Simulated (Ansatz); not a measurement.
The reference is CaF2 in the fluorite structure (space group Fm-3m, No. 225; a = 5.4392 Å).

One thing is altered: every Ca is replaced by Ba, then cell and atoms are relaxed.

Computed with r2SCAN/PAW in Ansatz (a program for electronic structure), no spin-orbit coupling.

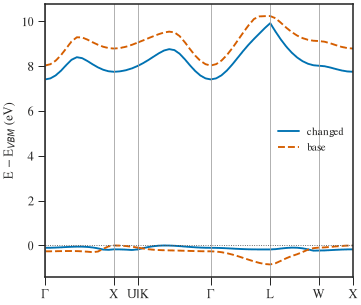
Figure: Highest valence and lowest conduction band along the path, each from its own valence-band maximum

Q: Read the changed gap and its character from the plot.

A: About 7.4 eV, indirect, K–Γ (36 % along) → Γ.

No phonon test of stability was made.
